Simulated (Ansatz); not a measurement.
## Fields on a plane of TiRu (CsCl type)

```
TiRu
1.0
    3.02098     0.00000     0.00000
    0.00000     3.02098     0.00000
    0.00000     0.00000     3.02098
Ti Ru
1 1
Direct
  0.00000   0.00000   0.00000
  0.50000   0.50000   0.50000
```

The slice is a {210} plane (indices of the conventional cell) through the point (0.000, 0.000, 0.000) (fractional), spanned by u = [100] and v = [021] in vectors of this cell: u (3.02 Å) and v (6.76 Å, at 90° to u). It covers one period; positions are fractions (u, v).

Atoms on it: Ti at (0.00, 0.00). Other atoms lie within 1 Å of the plane.

Computed with LDA (plane waves to 420 eV, PAW, scalar-relativistic; Ansatz, a first-principles code). k mesh 15×15×15. Inside the PAW spheres the values are not all-electron values, and peaks at nuclei hang on which shells count as valence. TiRu is run without spin polarisation. TiRu was relaxed with its symmetry unable to fall.

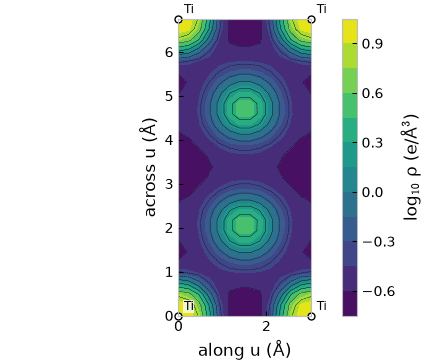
Figure. Log₁₀ of the valence density in e/Å³, one period of the plane, atoms marked. The scale is logarithmic, as a density can span decades between atoms and voids.

```
|xx9600220069x|
|x993014410399|
|7630135531036|
|0001343343100|
|1123322223321|
|4443333333344|
|6543456654345|
|6533578875335|
|5433689986334|
|4433467764334|
|3343333333343|
|3344321123443|
|2345543345543|
|2346665566643|
|2345543345543|
|3344321123443|
|3343333333343|
|4433467764334|
|5433689986334|
|6533578875335|
|6543456654345|
|4443333333344|
|1123322223321|
|0001343343100|
|7630135531036|
|x993014410399|
|xx9600220069x|
|xxx70022007xx|
```
Scale: ten equal steps from 0.10 (start of '0') to 0.64 (end of '9'), in the order '0123456789'. Values: electron localisation function (ELF). The map has 13 points along u (one character each, u = 0 at the left) and 28 along v (v = 0 in the bottom row). Points within 0.5 Å of a nucleus are blanked (x), as the pseudised field means little there.
